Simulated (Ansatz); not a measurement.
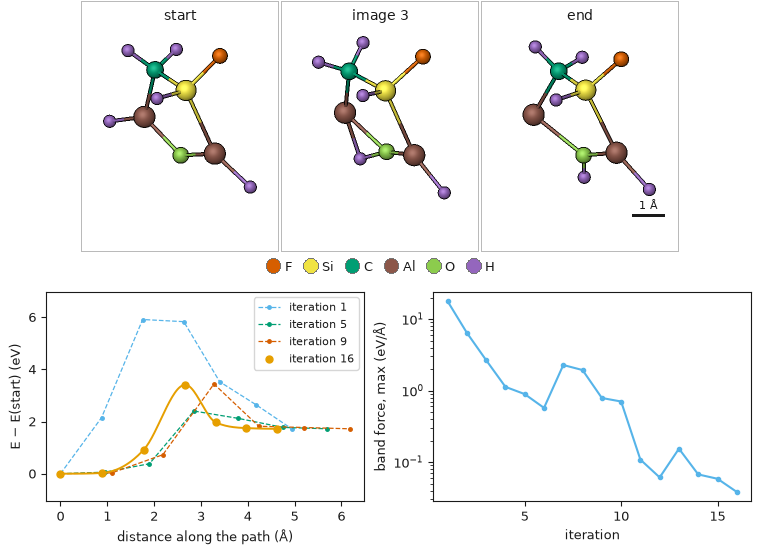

A nudged-elastic-band calculation for CH$_{5}$Al$_{2}$FOSi. Images are numbered from 0 (start) to 6 (end). The plot follows the band through its iterations. Style: ball-and-stick. Shown from a free direction.

Computed with RKS BHLYP-D4/def2-SVP (Ansatz). Settings: 5 movable images; climbing image; force threshold 0.05 eV/Å; iteration limit 27; starting path through a guess of the saddle point.

Did the band converge, and can the barrier be trusted?

Answer. The run is converged, with reservations. The band converged in 16 iterations. The largest component of the band force went from 18 to 0.038 eV/Å. The climbing image converged on the top of the path. Its vibrational analysis gives 2 imaginary modes over 30i cm⁻¹, so it isn't confirmed as a transition state. The first iteration put the highest image at 5.91 eV. The highest point, image 3, lies 3.41 eV above the start and 1.69 eV above the end; the end is at +1.72 eV relative to the start.

Cost: 10 min on 2 threads of AMD EPYC 7B13 (Zen 3) (shared host), peak memory 0.33 GiB.
